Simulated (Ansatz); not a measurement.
**(CaO)2(NaF)2 [001] superlattice, started as rocksalt type: phonons and vibrational spectra**

Aim: the phonons of (CaO)2(NaF)2 [001] superlattice, started as rocksalt type at a cell relaxed beforehand at this level.

Main program and level: Ansatz 0.2.0; DFT PBEsol, scalar-relativistic, plane waves, PAW.

The structure was built from a prototype and need not be the compound's stable phase.

**1. Starting point**

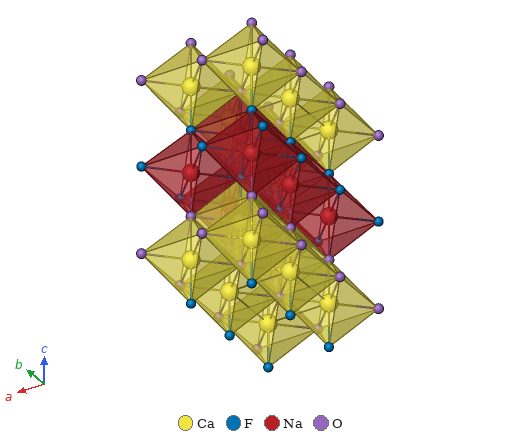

Start, viewed from a free direction; calcium yellow, fluorine blue, sodium red, oxygen purple. 1×2×1 cells are drawn. Some periodic images of atoms are drawn too.

**2. Zone-centre response**

The cell comes from relaxations at this level that are not shown. The zone centre is the only wavevector solved here; it holds the modes that light can see, as far as symmetry allows. The response to a homogeneous field gives the Born charges and the dielectric tensor, and its change with displacement the Raman tensors.

The input, input.yaml:

```yaml
crystal:
  lattice:
    - [2.3573129767, 2.3573129767, 0.0]
    - [-2.3573129767, 2.3573129767, 0.0]
    - [0.0, 0.0, 9.4357373777]
  atoms:
    - { symbol: Ca, position: [0.0, 0.0, -0.0003448902] }
    - { symbol: Ca, position: [0.5, 0.5, 0.2503448902] }
    - { symbol: F, position: [0.5, 0.5, 0.5039318005] }
    - { symbol: F, position: [0.0, 0.0, 0.7460681995] }
    - { symbol: Na, position: [0.0, 0.0, 0.5014037179] }
    - { symbol: Na, position: [0.5, 0.5, 0.7485962821] }
    - { symbol: O, position: [0.5, 0.5, 0.0009710894] }
    - { symbol: O, position: [0.0, 0.0, 0.2490289106] }
kpoints:
  mp_grid: { grid: [8, 8, 2] }
hamiltonian:
  xc: pbesol
scf:
  occupations: { method: fixed }
output:
  eigenvalues: true
phonons:
  method: dfpt
  dielectric: true
  rigid_motions: translations
  raman: true
```

On the command line:

```
$ ansatz run input.yaml --threads 8 --pin off --max-ram 14336MiB --backend cpu --events-out ev --progress --plain --runs-dir out
```

Numbers of over 12 decimals in the logs are rounded to 6 here.

What it wrote:

```text
Engine: ansatz 0.2.0, x86_64-unknown-linux-gnu
Pseudopotentials: kind: paw
Pseudopotential: Ca, paw, valence charge 10, recommended cutoff 420 eV (normal), Ca.paw.azcp
Pseudopotential: F, paw, valence charge 7, recommended cutoff 420 eV (normal), F.paw.azcp
Pseudopotential: Na, paw, valence charge 9, recommended cutoff 420 eV (normal), Na.paw.azcp
Pseudopotential: O, paw, valence charge 6, recommended cutoff 420 eV (normal), O.paw.azcp
Functional definition: PBEsol
  exchange = pbesol_x
  correlation = pbesol_c
Crystal: 8 atoms, lattice volume = 104.867 Å³
Basis set: ecut = 420 eV, 2063 PW (Γ), exchange–correlation on 48×48×128 points (8 copies of the dense FFT grid, shifted against one another)
Bands: 40, of which v1, the nominal top of the filled ones, is band 32 counted from 1 (31 counted from 0)
Symmetry: 16 space group operations
k-points: 42 of 128 (irreducible under 2 space group operations, time reversal used)
Non-local potential: Ca, projectors of the file, l = 0: 3, l = 1: 2, l = 2: 2
Non-local potential: F, projectors of the file, l = 0: 2, l = 1: 2, l = 2: 1
Non-local potential: Na, projectors of the file, l = 0: 3, l = 1: 2, l = 2: 1
Non-local potential: O, projectors of the file, l = 0: 2, l = 1: 2, l = 2: 1
PAW form: soft (Blöchl's): semilocal exchange-correlation on the pseudo side does not see the compensation charge
PAW frozen core: Ca, regenerated for the run's functional, and the local potential with it (the file was generated under x = pbe(κ = 0.804, μ = 0.219515), c = pbe(β = 0.066725))
PAW frozen core: F, regenerated for the run's functional, and the local potential with it (the file was generated under x = pbe(κ = 0.804, μ = 0.219515), c = pbe(β = 0.066725))
PAW frozen core: Na, regenerated for the run's functional, and the local potential with it (the file was generated under x = pbe(κ = 0.804, μ = 0.219515), c = pbe(β = 0.066725))
PAW frozen core: O, regenerated for the run's functional, and the local potential with it (the file was generated under x = pbe(κ = 0.804, μ = 0.219515), c = pbe(β = 0.066725))
PAW one-centre angular grid: Ca, 110 points (default); XC on 64 Gauss nodes
PAW one-centre angular grid: F, 110 points (default); XC on 64 Gauss nodes
PAW one-centre angular grid: Na, 110 points (default); XC on 64 Gauss nodes
PAW one-centre angular grid: O, 110 points (default); XC on 64 Gauss nodes
Initial density: superposition of atomic densities (neutral atoms: chi_scale 0, normalization atom), corrected by the library's trained network
Initial wavefunctions: pseudopotential atomic-orbital guess
Functional: x = pbesol(κ = 0.804, μ = 0.123457), c = pbesol(β = 0.046)
SCF iter   1: F=—  HF=-9273.900315 eV  |F-HF|=—  |Δ(HF+E_count)|=         —  Δρ=1.34e-2  dr2=1.49e-1  ethr=1.77e-3  ⟨swp⟩=4.9  Hψ=6571  notcnv=0  defer=223
preconditioner: auto → Resta (q_TF=auto, 2.513 Å⁻¹)  ε∞=3.0  [insulator: Δε(μ)=3.369 eV  Ē_g=19.334 eV  n_scr=26 (ndim 8)  ℏωp=27.1 eV  f_vac=0.046  ε∞_Penn≈3.0]
SCF iter   2: F=—  HF=-9273.862207 eV  |F-HF|=—  |Δ(HF+E_count)|=   3.81e-2  Δρ=4.02e-3  dr2=1.07e-2  ethr=2.33e-4  ⟨swp⟩=2.0  Hψ=2688  notcnv=0  defer=250
SCF iter   3: F=—  HF=-9273.859695 eV  |F-HF|=—  |Δ(HF+E_count)|=   2.51e-3  Δρ=1.09e-3  dr2=1.35e-3  ethr=1.68e-5  ⟨swp⟩=2.0  Hψ=2251  notcnv=0  defer=252
SCF iter   4: F=—  HF=-9273.859551 eV  |F-HF|=—  |Δ(HF+E_count)|=   1.44e-4  Δρ=5.40e-4  dr2=2.90e-4  ethr=2.12e-6  ⟨swp⟩=2.9  Hψ=2823  notcnv=0  defer=252
SCF iter   5: F=—  HF=-9273.859513 eV  |F-HF|=—  |Δ(HF+E_count)|=   3.72e-5  Δρ=1.52e-4  dr2=2.47e-5  ethr=4.53e-7  ⟨swp⟩=2.0  Hψ=2091  notcnv=0  defer=227
SCF iter   6: F=—  HF=-9273.859521 eV  |F-HF|=—  |Δ(HF+E_count)|=   7.42e-6  Δρ=4.36e-5  dr2=1.94e-6  ethr=3.85e-8  ⟨swp⟩=2.0  Hψ=2042  notcnv=0  defer=142
SCF iter   7: F=—  HF=-9273.859519 eV  |F-HF|=—  |Δ(HF+E_count)|=   1.41e-6  Δρ=8.41e-6  dr2=6.60e-8  ethr=3.03e-9  ⟨swp⟩=2.0  Hψ=2221  notcnv=0  defer=111
[...]
site 1:
         2.40969   -0.00000   -0.00000
         0.00000    2.40969    0.00000
[...]
site 2:
[...]
site 3:
[...]
site 4:
[...]
site 5:
[...]
site 6:
[...]
-0.00000   -2.40818   -0.00000
         0.00000   -0.00000   -1.46894
    site 7:
        -2.40818    0.00000    0.00000
        -0.00000   -2.40818   -0.00000
         0.00000   -0.00000   -1.46894
  Z* charge neutrality: 1.036e-2 e pre-enforcement
  solved inside a basis spanned on kpoints, on 8×8×4 k-points: ε∞ is read to err by 8.5e-3, Z* by 1.2e-2 e (field_mesh: kpoints solves on kpoints); Z* is corrected for what the basis lacks
  Raman tensors (in the event stream and the table raman_tensors.tsv): an entry may err by 5.9e-2 Å², one of the second-order susceptibility by 6.3e-19 pm/V (basis, points and sum rule); their sum over the sites missed zero by 2.220e-16 Å² ahead of its enforcement
  optical modes at Γ without the LO–TO term, one row a degenerate level:
      ω (cm⁻¹)  modes    IR ((D/Å)²/amu)  static Raman (Å⁴/amu)  depolarisation
        117.33      2             0.0539                 0.0000               —
        120.85      2             0.0000                 0.1190           0.750
        177.96      2             0.0000                 0.0415           0.750
        207.06      1             0.1884                 0.0000               —
        214.51      2            11.6354                 0.0000               —
        218.71      1             0.0000                 3.8051           0.027
        222.73      2             0.0000                 0.2932           0.750
        252.09      1            14.8560                 0.0000               —
        275.00      1             0.0000                 1.3777           0.124
        298.64      2            44.2675                 0.0000               —
        307.66      2             0.0000                 0.0019           0.750
        319.58      1             0.0000                 1.9822           0.034
        420.20      1             0.0000                 3.8940           0.463
        440.98      1             3.0121                 0.0000               —
  optical modes at Γ + LO–TO along q̂ = [1.0000, 0.0000, 0.0000]:
      ω (cm⁻¹)  modes    IR ((D/Å)²/amu)  static Raman (Å⁴/amu)  depolarisation
        117.33      1             0.0269                 0.0000               —
        117.51      1             0.0015                 0.0000               —
        120.85      2             0.0000                 0.1190           0.750
        177.96      2             0.0000                 0.0415           0.750
        207.06      1             0.1884                 0.0000               —
        214.51      1             5.8177                 0.0000               —
        218.71      1             0.0000                 3.8051           0.027
        222.73      2             0.0000                 0.2932           0.750
        231.53      1             0.1765                 0.0000               —
        252.09      1            14.8560                 0.0000               —
        275.00      1             0.0000                 1.3777           0.124
        298.64      1            22.1337                 0.0000               —
        307.66      2             0.0000                 0.0019           0.750
[...]
440.98      1             3.0121                 0.0000               —
[...]
optical modes at Γ + LO–TO along q̂ = [0.0000, 1.0000, 0.0000]:
      ω (cm⁻¹)  modes    IR ((D/Å)²/amu)  static Raman (Å⁴/amu)  depolarisation
[...]
optical modes at Γ + LO–TO along q̂ = [0.0000, 0.0000, 1.0000]:
      ω (cm⁻¹)  modes    IR ((D/Å)²/amu)  static Raman (Å⁴/amu)  depolarisation
[...]
207.58      1             0.0039                 0.0000               —
        214.51      2            11.6354                 0.0000               —
[...]
222.73      2             0.0000                 0.2932           0.750
        275.00      1             0.0000                 1.3777           0.124
        298.64      2            44.2675                 0.0000               —
        307.66      2             0.0000                 0.0019           0.750
        319.58      1             0.0000                 1.9822           0.034
        379.56      1             4.5845                 0.0000               —
        420.20      1             0.0000                 3.8940           0.463
        506.32      1            13.4681                 0.0000               —
[key lines of the parts left out:]
SCF converged after 10 iterations
Free energy (F): -9273.859519 eV
Fermi energy:    5.969085 eV
```

Elapsed: 52 s, on 8 threads of Intel Xeon 6975P-C (Granite Rapids), shared host; peak memory 2.9 GiB.

A gap read on the k-mesh alone can miss the band edges.

This step gave:

```yaml
gap_on_the_k_mesh: 3.473 eV
volume_per_atom: 13.11 Å³
sum_rule_residual_before_enforcement: 3.62e-4 eV/Å²
miss_of_the_charge_sum_rule: 0.01036 e
estimated_error_of_the_dielectric_tensor: 0.008496
estimated_error_of_the_born_charges: 0.01243 e
point_group: 4/mmm
highest_optical_mode_at_the_zone_centre_no_lo_to_term: 441.0 cm⁻¹
lowest_optical_zone_centre_mode: 117.3 cm⁻¹
mean_high_frequency_dielectric_constant: 2.818
largest_born_charge_third_of_the_trace: 2.179 e
mean_static_dielectric_constant: 9.643
top_of_the_zone_centre_spectrum_with_the_field: 524.6 cm⁻¹
```

Without the LO-TO term. Patterns of degenerate modes are one choice out of their space. The modes at Γ (shares of kinetic energy by element, %):

| mode | frequency (cm⁻¹) | symmetry | Ca % | F % | Na % | O % |
| --- | --- | --- | --- | --- | --- | --- |
| 1 | 0.0 | acoustic | 41 | 19 | 23 | 16 |
| 2 | 0.0 | acoustic | 41 | 19 | 23 | 16 |
| 3 | 0.0 | acoustic | 41 | 19 | 23 | 16 |
| 4 | 117.3 | Eu | 33 | 24 | 33 | 10 |
| 5 | 117.3 | Eu | 33 | 24 | 33 | 10 |
| 6 | 120.8 | Eg | 12 | 33 | 50 | 4 |
| 7 | 120.8 | Eg | 12 | 33 | 50 | 4 |
| 8 | 178.0 | Eg | 68 | 6 | 11 | 15 |
| 9 | 178.0 | Eg | 68 | 6 | 11 | 15 |
| 10 | 207.1 | A2u | 34 | 24 | 33 | 9 |
| 11 | 214.5 | Eu | 0 | 56 | 44 | 0 |
| 12 | 214.5 | Eu | 0 | 56 | 44 | 0 |
| 13 | 218.7 | A1g | 24 | 22 | 47 | 7 |
| 14 | 222.7 | Eg | 0 | 61 | 39 | 0 |
| 15 | 222.7 | Eg | 0 | 61 | 39 | 0 |
| 16 | 252.1 | A2u | 4 | 47 | 38 | 10 |
| 17 | 275.0 | A1g | 49 | 3 | 46 | 3 |
| 18 | 298.6 | Eu | 26 | 0 | 0 | 74 |
| 19 | 298.6 | Eu | 26 | 0 | 0 | 74 |
| 20 | 307.7 | Eg | 19 | 0 | 0 | 80 |
| 21 | 307.7 | Eg | 19 | 0 | 0 | 80 |
| 22 | 319.6 | A1g | 7 | 67 | 4 | 22 |
| 23 | 420.2 | A1g | 20 | 8 | 4 | 68 |
| 24 | 441.0 | A2u | 21 | 10 | 5 | 64 |

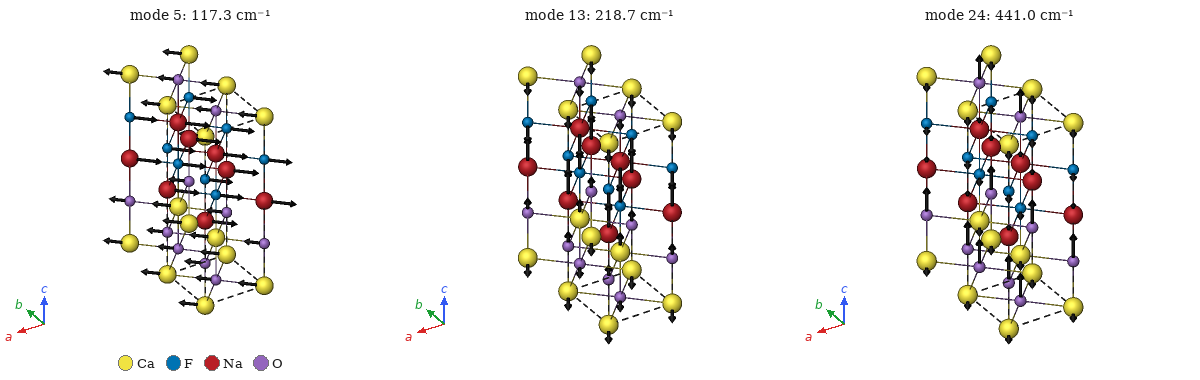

Displacement patterns of modes 5, 13 and 24 at Γ; arrows are exaggerated. 1×2×1 cells are drawn. Some periodic images of atoms are drawn too.

Optical modes at the zone centre, without and with the macroscopic field of the longitudinal modes; each column is sorted by frequency, so a row need not hold one and the same mode. Modes with and without the field, by row:

| rank among optical modes | no field (cm⁻¹) | q along (1, 0, 0) (cm⁻¹) | q along (0, 0, 1) (cm⁻¹) |
| --- | --- | --- | --- |
| 1 | 117.3 | 117.3 | 117.3 |
| 2 | 117.3 | 117.5 | 117.3 |
| 3 | 120.8 | 120.8 | 120.8 |
| 4 | 120.8 | 120.8 | 120.8 |
| 5 | 178 | 178 | 178 |
| 6 | 178 | 178 | 178 |
| 7 | 207.1 | 207.1 | 207.6 |
| 8 | 214.5 | 214.5 | 214.5 |
| 9 | 214.5 | 218.7 | 214.5 |
| 10 | 218.7 | 222.7 | 218.7 |
| 11 | 222.7 | 222.7 | 222.7 |
| 12 | 222.7 | 231.5 | 222.7 |
| 13 | 252.1 | 252.1 | 275 |
| 14 | 275 | 275 | 298.6 |
| 15 | 298.6 | 298.6 | 298.6 |
| 16 | 298.6 | 307.7 | 307.7 |
| 17 | 307.7 | 307.7 | 307.7 |
| 18 | 307.7 | 319.6 | 319.6 |
| 19 | 319.6 | 420.2 | 379.6 |
| 20 | 420.2 | 441 | 420.2 |
| 21 | 441 | 524.6 | 506.3 |

Born charge (rows field, columns displacement) (e), principal values of the symmetric part by kind of site:

| atom | atoms with these values | low | middle | high | mean |
| --- | --- | --- | --- | --- | --- |
| Ca1 | 2 | 1.72 | 2.41 | 2.41 | 2.18 |
| F3 | 2 | -1.49 | -1.02 | -1.02 | -1.17 |
| Na5 | 2 | 1.01 | 1.01 | 1.24 | 1.09 |
| O7 | 2 | -2.41 | -2.41 | -1.47 | -2.10 |

In full for O7:

```
-2.41  0.00  0.00
 0.00 -2.41  0.00
 0.00  0.00 -1.47
```

High-frequency dielectric tensor:

```
2.94 0.00 0.00
0.00 2.94 0.00
0.00 0.00 2.57
```

Static dielectric tensor (ions relaxed, fixed cell):

```
10.60  0.00  0.00
 0.00 10.60  0.00
 0.00  0.00  7.73
```

Transverse modes. Lines of the infrared spectrum (strongest = 100):

| position (cm⁻¹) | label | relative intensity |
| --- | --- | --- |
| 117 | Eu | 0.1 |
| 121 | Eg | 0.0 |
| 178 | Eg | 0.0 |
| 207 | A2u | 0.4 |
| 214 | Eu | 26 |
| 219 | A1g | 0.0 |
| 223 | Eg | 0.0 |
| 252 | A2u | 34 |
| 275 | A1g | 0.0 |
| 299 | Eu | 100 |
| 308 | Eg | 0.0 |
| 320 | A1g | 0.0 |
| 420 | A1g | 0.0 |
| 441 | A2u | 6.8 |

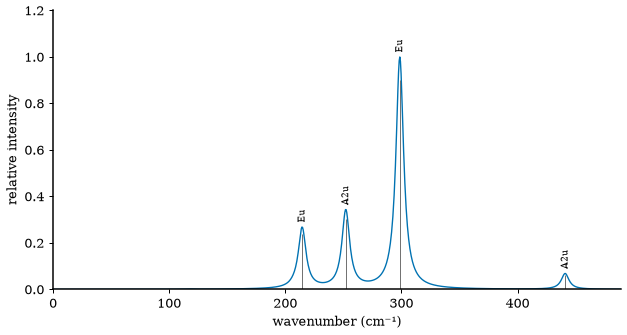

The infrared spectrum, broadened with Lorentzians of width 8 cm⁻¹; bars mark the lines.

Activity x (w_L - w)^4 (n + 1)/w, 532 nm, 300 K; modes without the macroscopic field alone. Lines of the Raman spectrum (strongest = 100):

| position (cm⁻¹) | label | relative intensity |
| --- | --- | --- |
| 117 | Eu | 0.0 |
| 121 | Eg | 8.5 |
| 178 | Eg | 1.5 |
| 207 | A2u | 0.0 |
| 214 | Eu | 0.0 |
| 219 | A1g | 100 |
| 223 | Eg | 7.5 |
| 252 | A2u | 0.0 |
| 275 | A1g | 25 |
| 299 | Eu | 0.0 |
| 308 | Eg | 0.0 |
| 320 | A1g | 29 |
| 420 | A1g | 38 |
| 441 | A2u | 0.0 |

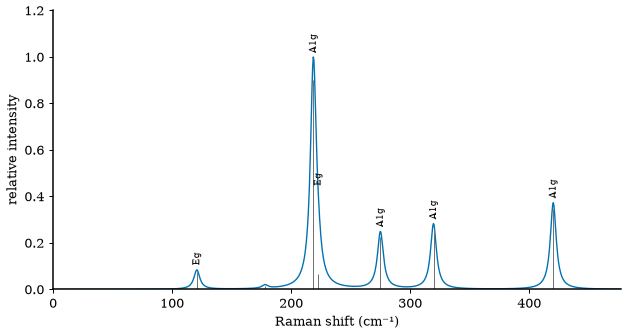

The Raman spectrum, broadened with Lorentzians of width 6 cm⁻¹; bars mark the lines.

Before it was imposed, the acoustic sum rule was missed by 3.6e-4 eV/Å² and the charge sum rule by 0.010 e. Small misses are needed for a sound result but don't prove that mesh and cutoff are converged. The lowest optical mode is real, 117 cm⁻¹.

**3. Isotope substitution, element Ca, natural mass 40.078 amu**

An isotope changes the mass and not the force constants, so no new electronic calculation is needed; the shifts show which modes move this element.

The same force constants with the mass of Ca changed from 40.078 to 47.953 u (phonopy, no LO-TO term). Both lists are sorted by frequency; levels can cross, so a row need not hold one and the same mode. Modes under 3 cm⁻¹ are left out. Isotope shifts, by row:

| q | rank | natural mass (cm⁻¹) | changed mass (cm⁻¹) |
| --- | --- | --- | --- |
| 0 0 0 | 4 | 117.3 | 113.9 |
| 0 0 0 | 5 | 117.3 | 113.9 |
| 0 0 0 | 6 | 120.8 | 119.2 |
| 0 0 0 | 7 | 120.8 | 119.2 |
| 0 0 0 | 8 | 178 | 167.4 |
| 0 0 0 | 9 | 178 | 167.4 |
| 0 0 0 | 10 | 207.1 | 200.9 |
| 0 0 0 | 11 | 214.5 | 212.7 |
| 0 0 0 | 12 | 214.5 | 214.5 |
| 0 0 0 | 13 | 218.7 | 214.5 |
| 0 0 0 | 14 | 222.7 | 222.7 |
| 0 0 0 | 15 | 222.7 | 222.7 |
| 0 0 0 | 16 | 252.1 | 251.3 |
| 0 0 0 | 17 | 275 | 263.6 |
| 0 0 0 | 18 | 298.6 | 292.3 |
| 0 0 0 | 19 | 298.6 | 292.3 |
| 0 0 0 | 20 | 307.7 | 303.1 |
| 0 0 0 | 21 | 307.7 | 303.1 |
| 0 0 0 | 22 | 319.6 | 318.1 |
| 0 0 0 | 23 | 420.2 | 413.9 |
| 0 0 0 | 24 | 441 | 433.4 |

A mode of this element alone would shift by -8.58 %. The highest zone-centre frequency without the field goes from 441.0 to 433.4 cm⁻¹ (-1.7 %). The product of the frequency ratios over all optical modes at Γ is 0.656; the product rule, (m/m′)^(3k/2) (M′/M)^(3/2) with k = 2 such atoms and M the mass of the cell, gives 0.656.

**4. Isotope substitution, element O, natural mass 15.999 amu**

The same for O, from 16.00 to 18.00 u.

A mode of this element alone would shift by -5.72 %. The highest zone-centre frequency without the field goes from 441.0 to 425.1 cm⁻¹ (-3.6 %). The product of the frequency ratios over all optical modes at Γ is 0.724; the product rule, (m/m′)^(3k/2) (M′/M)^(3/2) with k = 2 such atoms and M the mass of the cell, gives 0.724.

**5. What came out**

| Quantity | Value |
| --- | --- |
| space group (within 0.01 Å) | P4/nmm |
| volume per atom | 13.1 Å³ |
| gap on the k-mesh | 3.47 eV |
| highest optical mode at the zone centre (no LO-TO term) | 441 cm⁻¹ |
| top of the zone-centre spectrum with the field | 525 cm⁻¹ |
| lowest optical zone-centre mode | 117 cm⁻¹ |
| mean high-frequency dielectric constant | 2.82 |
| mean static dielectric constant | 9.64 |
| largest Born charge (third of the trace) | 2.18 e |
| imaginary modes at Γ (the only wavevector solved) | none |

In words: The structure is stable against zone-centre distortions, since no mode there is imaginary; runs at other wavevectors are not part of this account. Without the field, the optical modes at Γ span 117 to 441 cm⁻¹. The dispersion is not part of this account. With the macroscopic field of the longitudinal modes the top of the zone-centre spectrum lies at 525 cm⁻¹, against 441 cm⁻¹ without it. Lattice motion raises the mean dielectric constant from 2.818 to 9.643. The strongest infrared line is at 299 cm⁻¹. Averaged over orientations, the strongest Raman line at 532 nm and 300 K is at 219 cm⁻¹. The starting cell was built on a prototype and not taken from a measurement, so the phase need not exist. These are harmonic frequencies at zero temperature: anharmonic shifts, linewidths and thermal expansion are left out.

[Logs are printed without paths, hosts, clocks, repeated set-up lines and the standing remarks that a program may print on its own settings, such as how far it seeks lower states.]

[Hosts, paths, dates, database ids (printed as entryN), source tags and the programs' standing remarks are cut or masked in the printed files.]
